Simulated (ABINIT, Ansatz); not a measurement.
# CsSbSe3 (Pm-3m): zone-centre phonons, part 3 of 5

Which modes does CsSbSe3 (Pm-3m) have at the zone centre?

ABINIT 10.8.3; DFT PBE, scalar-relativistic, plane waves, SG15 norm-conserving pseudopotentials.

So far. Step 2 (Relaxation): The volume changes by -1.0 % from the cell with which this run began. Step 4 (Linear response at Γ): The acoustic modes at Γ come out as far as 1.6 cm⁻¹ from zero, where they should vanish, a small numerical error. The lowest optical mode is imaginary, 82i cm⁻¹, an instability at this level and on this k mesh. The relaxed cell has a = 5.468 Å (conventional setting).

The structure was built from a prototype and need not be the compound's stable phase.

## 5. Modes with the sum rule

anaddb reads the merged derivatives and imposes the acoustic sum rule.

Input file anaddb.abi:

```
ddb_filepath "gamma_DDB"
output_file "anaddb.abo"
outdata_prefix "anaddb"
asr 1
chneut 1
enunit 2
eivec 1
nph1l 1
qph1l 0.0 0.0 0.0 1.0
```

Input file mrgddb.in:

```
gamma_DDB
merged
2
dfpt_gammao_DDB
gso_DDB
```

Started as:

```
$ mrgddb < mrgddb.in > mrgddb.log
$ OMP_NUM_THREADS=1 anaddb anaddb.abi > anaddb.log
```

anaddb.abo, the main output file:

```text
-outvars_anaddb: echo values of input variables ----------------------

 Miscellaneous information :
      enunit         2
       eivec         1
         asr         1
 First list of wavevector (reduced coord.) :
       nph1l         1
       qph1l
                     0.00000000E+00  0.00000000E+00  0.00000000E+00    1.000E+00

================================================================================

 read the DDB information and perform some checks

  ==== Info on the Cryst% object ====
 Real(R)+Recip(G) space primitive vectors, cartesian coordinates (Bohr,Bohr^-1):
 R(1)= 10.3335066  0.0000000  0.0000000  G(1)=  0.0967726  0.0000000  0.0000000
 R(2)=  0.0000000 10.3335066  0.0000000  G(2)=  0.0000000  0.0967726  0.0000000
 R(3)=  0.0000000  0.0000000 10.3335066  G(3)=  0.0000000  0.0000000  0.0967726
 Unit cell volume ucvol=  1.1034259E+03 bohr^3
 Angles (23,13,12)=  9.00000000E+01  9.00000000E+01  9.00000000E+01 degrees
 Time-reversal symmetry is present
 Reduced atomic positions [iatom, xred, symbol]:
    1)    0.0000000  0.0000000  0.0000000  Cs
    2)    0.5000000  0.5000000  0.5000000  Sb
    3)    0.5000000  0.5000000  0.0000000  Se
    4)    0.5000000  0.0000000  0.5000000  Se
    5)    0.0000000  0.5000000  0.5000000  Se

 DDB file with 3 blocks has been read.

================================================================================

 Treat the first list of vectors

  Phonon wavevector (reduced coordinates) :  0.00000  0.00000  0.00000
 Phonon energies in Hartree :
  -3.714503E-04 -3.714503E-04 -3.714503E-04 -1.753883E-04 -1.753883E-04
  -1.753883E-04  0.000000E+00  0.000000E+00  0.000000E+00  1.562166E-04
   1.562166E-04  1.562166E-04  2.976709E-04  2.976709E-04  2.976709E-04
 Phonon energies in meV     :
- -1.010768E+01 -1.010768E+01 -1.010768E+01 -4.772558E+00 -4.772558E+00
- -4.772558E+00  0.000000E+00  0.000000E+00  0.000000E+00  4.250870E+00
-  4.250870E+00  4.250870E+00  8.100038E+00  8.100038E+00  8.100038E+00
 Phonon frequencies in cm-1    :
- -8.152392E+01 -8.152392E+01 -8.152392E+01 -3.849327E+01 -3.849327E+01
- -3.849327E+01  0.000000E+00  0.000000E+00  0.000000E+00  3.428558E+01
-  3.428558E+01  3.428558E+01  6.533121E+01  6.533121E+01  6.533121E+01
 Phonon frequencies in Thz     :
- -2.444026E+00 -2.444026E+00 -2.444026E+00 -1.153999E+00 -1.153999E+00
- -1.153999E+00  0.000000E+00  0.000000E+00  0.000000E+00  1.027856E+00
-  1.027856E+00  1.027856E+00  1.958580E+00  1.958580E+00  1.958580E+00
 Phonon energies in Kelvin  :
- -1.172947E+02 -1.172947E+02 -1.172947E+02 -5.538323E+01 -5.538323E+01
- -5.538323E+01  0.000000E+00  0.000000E+00  0.000000E+00  4.932929E+01
-  4.932929E+01  4.932929E+01  9.399703E+01  9.399703E+01  9.399703E+01

 Eigendisplacements
 (will be given, for each mode : in cartesian coordinates
   for each atom the real part of the displacement vector,
   then the imaginary part of the displacement vector - absolute values smaller than 1.0d-7 are set to zero)
  Mode number    1   Energy   -3.714503E-04
 Attention : low frequency mode.
   (Could be unstable or acoustic mode)
-  1  0.00000000E+00  0.00000000E+00  2.26748359E-04
-     0.00000000E+00  0.00000000E+00  0.00000000E+00
-  2  0.00000000E+00  0.00000000E+00 -1.75937067E-03
-     0.00000000E+00  0.00000000E+00  0.00000000E+00
-  3  0.00000000E+00  0.00000000E+00  3.47796875E-04
-     0.00000000E+00  0.00000000E+00  0.00000000E+00
-  4  0.00000000E+00  0.00000000E+00  9.91743269E-04
-     0.00000000E+00  0.00000000E+00  0.00000000E+00
-  5  0.00000000E+00  0.00000000E+00  9.91743269E-04
-     0.00000000E+00  0.00000000E+00  0.00000000E+00
  Mode number    2   Energy   -3.714503E-04
 Attention : low frequency mode.
   (Could be unstable or acoustic mode)
-  1  0.00000000E+00 -2.26748359E-04  0.00000000E+00
-     0.00000000E+00  0.00000000E+00  0.00000000E+00
-  2  0.00000000E+00  1.75937067E-03  0.00000000E+00
-     0.00000000E+00  0.00000000E+00  0.00000000E+00
-  3  0.00000000E+00 -9.91743269E-04  0.00000000E+00
-     0.00000000E+00  0.00000000E+00  0.00000000E+00
-  4  0.00000000E+00 -3.47796875E-04  0.00000000E+00
-     0.00000000E+00  0.00000000E+00  0.00000000E+00
-  5  0.00000000E+00 -9.91743269E-04  0.00000000E+00
-     0.00000000E+00  0.00000000E+00  0.00000000E+00
  Mode number    3   Energy   -3.714503E-04
 Attention : low frequency mode.
   (Could be unstable or acoustic mode)
-  1  2.26748359E-04  0.00000000E+00  0.00000000E+00
-     0.00000000E+00  0.00000000E+00  0.00000000E+00
-  2 -1.75937067E-03  0.00000000E+00  0.00000000E+00
-     0.00000000E+00  0.00000000E+00  0.00000000E+00
-  3  9.91743269E-04  0.00000000E+00  0.00000000E+00
-     0.00000000E+00  0.00000000E+00  0.00000000E+00
-  4  9.91743269E-04  0.00000000E+00  0.00000000E+00
-     0.00000000E+00  0.00000000E+00  0.00000000E+00
-  5  3.47796875E-04  0.00000000E+00  0.00000000E+00
-     0.00000000E+00  0.00000000E+00  0.00000000E+00
  Mode number    4   Energy   -1.753883E-04
 Attention : low frequency mode.
   (Could be unstable or acoustic mode)
-  1  0.00000000E+00  0.00000000E+00  0.00000000E+00
-     0.00000000E+00  0.00000000E+00  0.00000000E+00
-  2  0.00000000E+00  0.00000000E+00  0.00000000E+00
-     0.00000000E+00  0.00000000E+00  0.00000000E+00
-  3  0.00000000E+00  0.00000000E+00  0.00000000E+00
-     0.00000000E+00  0.00000000E+00  0.00000000E+00
-  4  0.00000000E+00  0.00000000E+00  1.86380890E-03
-     0.00000000E+00  0.00000000E+00  0.00000000E+00
-  5  0.00000000E+00  0.00000000E+00 -1.86380890E-03
-     0.00000000E+00  0.00000000E+00  0.00000000E+00
  Mode number    5   Energy   -1.753883E-04
 Attention : low frequency mode.
   (Could be unstable or acoustic mode)
-  1  0.00000000E+00  0.00000000E+00  0.00000000E+00
-     0.00000000E+00  0.00000000E+00  0.00000000E+00
-  2  0.00000000E+00  0.00000000E+00  0.00000000E+00
-     0.00000000E+00  0.00000000E+00  0.00000000E+00
-  3  0.00000000E+00 -1.86380890E-03  0.00000000E+00
-     0.00000000E+00  0.00000000E+00  0.00000000E+00
-  4  0.00000000E+00  0.00000000E+00  0.00000000E+00
-     0.00000000E+00  0.00000000E+00  0.00000000E+00
-  5  0.00000000E+00  1.86380890E-03  0.00000000E+00
-     0.00000000E+00  0.00000000E+00  0.00000000E+00
  Mode number    6   Energy   -1.753883E-04
 Attention : low frequency mode.
   (Could be unstable or acoustic mode)
-  1  0.00000000E+00  0.00000000E+00  0.00000000E+00
-     0.00000000E+00  0.00000000E+00  0.00000000E+00
-  2  0.00000000E+00  0.00000000E+00  0.00000000E+00
-     0.00000000E+00  0.00000000E+00  0.00000000E+00
-  3  1.86380890E-03  0.00000000E+00  0.00000000E+00
-     0.00000000E+00  0.00000000E+00  0.00000000E+00
-  4 -1.86380890E-03  0.00000000E+00  0.00000000E+00
-     0.00000000E+00  0.00000000E+00  0.00000000E+00
-  5  0.00000000E+00  0.00000000E+00  0.00000000E+00
-     0.00000000E+00  0.00000000E+00  0.00000000E+00
  Mode number    7   Energy    0.000000E+00
 Attention : low frequency mode.
   (Could be unstable or acoustic mode)
-  1  0.00000000E+00  0.00000000E+00  1.05643749E-03
-     0.00000000E+00  0.00000000E+00  0.00000000E+00
-  2  0.00000000E+00  0.00000000E+00  1.05644815E-03
-     0.00000000E+00  0.00000000E+00  0.00000000E+00
-  3  0.00000000E+00  0.00000000E+00  1.05642243E-03
-     0.00000000E+00  0.00000000E+00  0.00000000E+00
-  4  0.00000000E+00  0.00000000E+00  1.05641715E-03
-     0.00000000E+00  0.00000000E+00  0.00000000E+00
-  5  0.00000000E+00  0.00000000E+00  1.05641715E-03
-     0.00000000E+00  0.00000000E+00  0.00000000E+00
  Mode number    8   Energy    0.000000E+00
 Attention : low frequency mode.
   (Could be unstable or acoustic mode)
-  1  0.00000000E+00  1.05643749E-03  0.00000000E+00
-     0.00000000E+00  0.00000000E+00  0.00000000E+00
-  2  0.00000000E+00  1.05644815E-03  0.00000000E+00
-     0.00000000E+00  0.00000000E+00  0.00000000E+00
-  3  0.00000000E+00  1.05641715E-03  0.00000000E+00
-     0.00000000E+00  0.00000000E+00  0.00000000E+00
-  4  0.00000000E+00  1.05642243E-03  0.00000000E+00
-     0.00000000E+00  0.00000000E+00  0.00000000E+00
-  5  0.00000000E+00  1.05641715E-03  0.00000000E+00
-     0.00000000E+00  0.00000000E+00  0.00000000E+00
  Mode number    9   Energy    0.000000E+00
 Attention : low frequency mode.
   (Could be unstable or acoustic mode)
-  1  1.05643749E-03  0.00000000E+00  0.00000000E+00
-     0.00000000E+00  0.00000000E+00  0.00000000E+00
-  2  1.05644815E-03  0.00000000E+00  0.00000000E+00
-     0.00000000E+00  0.00000000E+00  0.00000000E+00
-  3  1.05641715E-03  0.00000000E+00  0.00000000E+00
-     0.00000000E+00  0.00000000E+00  0.00000000E+00
-  4  1.05641715E-03  0.00000000E+00  0.00000000E+00
-     0.00000000E+00  0.00000000E+00  0.00000000E+00
-  5  1.05642243E-03  0.00000000E+00  0.00000000E+00
-     0.00000000E+00  0.00000000E+00  0.00000000E+00
  Mode number   10   Energy    1.562166E-04
-  1  0.00000000E+00  0.00000000E+00 -6.15061468E-04
-     0.00000000E+00  0.00000000E+00  0.00000000E+00
-  2  0.00000000E+00  0.00000000E+00 -1.75146645E-04
-     0.00000000E+00  0.00000000E+00  0.00000000E+00
-  3  0.00000000E+00  0.00000000E+00  2.38371222E-03
-     0.00000000E+00  0.00000000E+00  0.00000000E+00
-  4  0.00000000E+00  0.00000000E+00 -5.39178194E-04
-     0.00000000E+00  0.00000000E+00  0.00000000E+00
-  5  0.00000000E+00  0.00000000E+00 -5.39178194E-04
-     0.00000000E+00  0.00000000E+00  0.00000000E+00
  Mode number   11   Energy    1.562166E-04
-  1  0.00000000E+00 -6.15061468E-04  0.00000000E+00
-     0.00000000E+00  0.00000000E+00  0.00000000E+00
-  2  0.00000000E+00 -1.75146645E-04  0.00000000E+00
-     0.00000000E+00  0.00000000E+00  0.00000000E+00
-  3  0.00000000E+00 -5.39178194E-04  0.00000000E+00
-     0.00000000E+00  0.00000000E+00  0.00000000E+00
-  4  0.00000000E+00  2.38371222E-03  0.00000000E+00
-     0.00000000E+00  0.00000000E+00  0.00000000E+00
-  5  0.00000000E+00 -5.39178194E-04  0.00000000E+00
-     0.00000000E+00  0.00000000E+00  0.00000000E+00
  Mode number   12   Energy    1.562166E-04
-  1  6.15061468E-04  0.00000000E+00  0.00000000E+00
-     0.00000000E+00  0.00000000E+00  0.00000000E+00
-  2  1.75146645E-04  0.00000000E+00  0.00000000E+00
-     0.00000000E+00  0.00000000E+00  0.00000000E+00
-  3  5.39178194E-04  0.00000000E+00  0.00000000E+00
-     0.00000000E+00  0.00000000E+00  0.00000000E+00
-  4  5.39178194E-04  0.00000000E+00  0.00000000E+00
-     0.00000000E+00  0.00000000E+00  0.00000000E+00
-  5 -2.38371222E-03  0.00000000E+00  0.00000000E+00
-     0.00000000E+00  0.00000000E+00  0.00000000E+00
  Mode number   13   Energy    2.976709E-04
-  1  0.00000000E+00  0.00000000E+00 -1.60680438E-03
-     0.00000000E+00  0.00000000E+00  0.00000000E+00
-  2  0.00000000E+00  0.00000000E+00  5.13356196E-04
-     0.00000000E+00  0.00000000E+00  0.00000000E+00
-  3  0.00000000E+00  0.00000000E+00 -1.68796465E-04
-     0.00000000E+00  0.00000000E+00  0.00000000E+00
-  4  0.00000000E+00  0.00000000E+00  1.04091239E-03
-     0.00000000E+00  0.00000000E+00  0.00000000E+00
-  5  0.00000000E+00  0.00000000E+00  1.04091239E-03
-     0.00000000E+00  0.00000000E+00  0.00000000E+00
  Mode number   14   Energy    2.976709E-04
-  1  0.00000000E+00 -1.60680438E-03  0.00000000E+00
-     0.00000000E+00  0.00000000E+00  0.00000000E+00
-  2  0.00000000E+00  5.13356196E-04  0.00000000E+00
-     0.00000000E+00  0.00000000E+00  0.00000000E+00
-  3  0.00000000E+00  1.04091239E-03  0.00000000E+00
-     0.00000000E+00  0.00000000E+00  0.00000000E+00
-  4  0.00000000E+00 -1.68796465E-04  0.00000000E+00
-     0.00000000E+00  0.00000000E+00  0.00000000E+00
-  5  0.00000000E+00  1.04091239E-03  0.00000000E+00
-     0.00000000E+00  0.00000000E+00  0.00000000E+00
  Mode number   15   Energy    2.976709E-04
-  1  1.60680438E-03  0.00000000E+00  0.00000000E+00
-     0.00000000E+00  0.00000000E+00  0.00000000E+00
-  2 -5.13356196E-04  0.00000000E+00  0.00000000E+00
-     0.00000000E+00  0.00000000E+00  0.00000000E+00
-  3 -1.04091239E-03  0.00000000E+00  0.00000000E+00
-     0.00000000E+00  0.00000000E+00  0.00000000E+00
-  4 -1.04091239E-03  0.00000000E+00  0.00000000E+00
-     0.00000000E+00  0.00000000E+00  0.00000000E+00
-  5  1.68796465E-04  0.00000000E+00  0.00000000E+00
-     0.00000000E+00  0.00000000E+00  0.00000000E+00

 Analysis of degeneracies and characters (maximum tolerance=1.00E-06 a.u.)
 For each vibration mode, or group of modes if degenerate,
 the characters are given for each symmetry operation (see the list in the log file).
 Symmetry characters of vibration mode #   1
       degenerate with vibration modes #   2 to    3
  3.0 -3.0 -1.0  1.0 -1.0  1.0 -1.0  1.0  1.0 -1.0 -1.0  1.0  1.0 -1.0 -1.0  1.0
  0.0 -0.0  0.0 -0.0 -0.0  0.0 -0.0  0.0  1.0 -1.0 -1.0  1.0 -1.0  1.0  1.0 -1.0
  0.0 -0.0 -0.0  0.0 -0.0  0.0  0.0 -0.0  1.0 -1.0  1.0 -1.0 -1.0  1.0 -1.0  1.0
 Symmetry characters of vibration mode #   4
       degenerate with vibration modes #   5 to    6
  3.0 -3.0 -1.0  1.0 -1.0  1.0 -1.0  1.0 -1.0  1.0  1.0 -1.0 -1.0  1.0  1.0 -1.0
  0.0 -0.0  0.0 -0.0 -0.0  0.0 -0.0  0.0 -1.0  1.0  1.0 -1.0  1.0 -1.0 -1.0  1.0
  0.0 -0.0 -0.0  0.0 -0.0  0.0  0.0 -0.0 -1.0  1.0 -1.0  1.0  1.0 -1.0  1.0 -1.0
 Symmetry characters of vibration mode #   7
       degenerate with vibration modes #   8 to    9
  3.0 -3.0 -1.0  1.0 -1.0  1.0 -1.0  1.0  1.0 -1.0 -1.0  1.0  1.0 -1.0 -1.0  1.0
 -0.0  0.0 -0.0  0.0  0.0 -0.0  0.0 -0.0  1.0 -1.0 -1.0  1.0 -1.0  1.0  1.0 -1.0
 -0.0  0.0  0.0 -0.0  0.0 -0.0 -0.0  0.0  1.0 -1.0  1.0 -1.0 -1.0  1.0 -1.0  1.0
 Symmetry characters of vibration mode #  10
       degenerate with vibration modes #  11 to   12
  3.0 -3.0 -1.0  1.0 -1.0  1.0 -1.0  1.0  1.0 -1.0 -1.0  1.0  1.0 -1.0 -1.0  1.0
 -0.0  0.0 -0.0  0.0  0.0 -0.0  0.0 -0.0  1.0 -1.0 -1.0  1.0 -1.0  1.0  1.0 -1.0
 -0.0  0.0  0.0 -0.0  0.0 -0.0 -0.0  0.0  1.0 -1.0  1.0 -1.0 -1.0  1.0 -1.0  1.0
 Symmetry characters of vibration mode #  13
       degenerate with vibration modes #  14 to   15
  3.0 -3.0 -1.0  1.0 -1.0  1.0 -1.0  1.0  1.0 -1.0 -1.0  1.0  1.0 -1.0 -1.0  1.0
  0.0 -0.0  0.0 -0.0 -0.0  0.0 -0.0  0.0  1.0 -1.0 -1.0  1.0 -1.0  1.0  1.0 -1.0
  0.0 -0.0 -0.0  0.0 -0.0  0.0  0.0 -0.0  1.0 -1.0  1.0 -1.0 -1.0  1.0 -1.0  1.0
-
```

The job ended after 0.49 s (1 thread of Arm Neoverse V1, shared host).

Read from the output:

```yaml
highest_optical_zone_centre_mode_no_lo_to_term: 65.33 cm⁻¹
lowest_optical_zone_centre_mode: -81.52 cm⁻¹
```

No LO-TO term; unit eigenvectors of the mass-weighted matrix, from anaddb's displacements. The modes at Γ (shares of kinetic energy by element, %) (negative means imaginary):

| mode | frequency (cm⁻¹) | symmetry | Cs % | Sb % | Se % |
| --- | --- | --- | --- | --- | --- |
| 1 | -81.5 | T1u | 1 | 69 | 30 |
| 2 | -81.5 | T1u | 1 | 69 | 30 |
| 3 | -81.5 | T1u | 1 | 69 | 30 |
| 4 | -38.5 | T2u | 0 | 0 | 100 |
| 5 | -38.5 | T2u | 0 | 0 | 100 |
| 6 | -38.5 | T2u | 0 | 0 | 100 |
| 7 | 0.0 | acoustic | 27 | 25 | 48 |
| 8 | 0.0 | acoustic | 27 | 25 | 48 |
| 9 | 0.0 | acoustic | 27 | 25 | 48 |
| 10 | 34.3 | T1u | 9 | 1 | 90 |
| 11 | 34.3 | T1u | 9 | 1 | 90 |
| 12 | 34.3 | T1u | 9 | 1 | 90 |
| 13 | 65.3 | T1u | 63 | 6 | 32 |
| 14 | 65.3 | T1u | 63 | 6 | 32 |
| 15 | 65.3 | T1u | 63 | 6 | 32 |

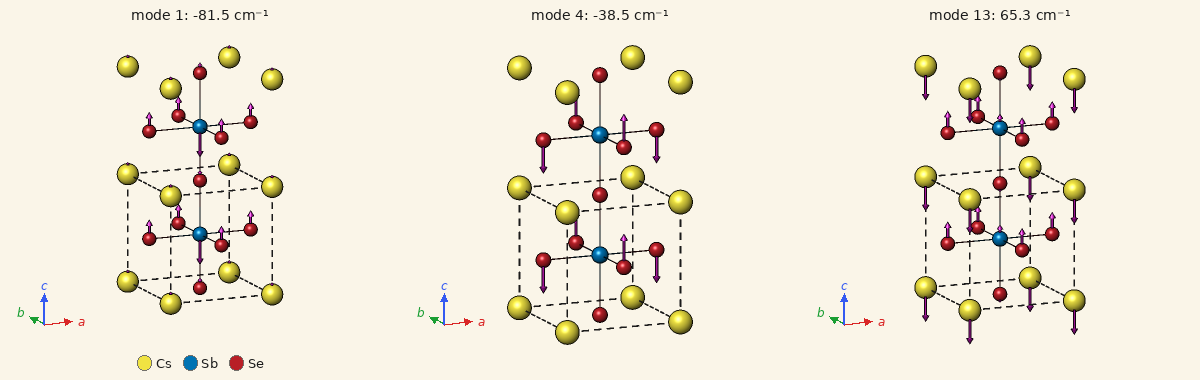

Displacement patterns of modes 1, 4 and 13 at Γ; arrows are exaggerated. 1×1×2 cells are drawn. Some periodic images of atoms are drawn too.

The rule also moves an optical mode by 0.6 cm⁻¹.

(Part 3 of 5 ends here.)

[Host names and launcher messages were left out of these logs when they were recorded.]

[Logs are printed without paths, hosts, clocks, repeated set-up lines and the standing remarks that a program may print on its own settings, such as how far it seeks lower states.]

[Hosts, paths, dates, database ids (printed as entryN), source tags and the programs' standing remarks are cut or masked in the printed files.]
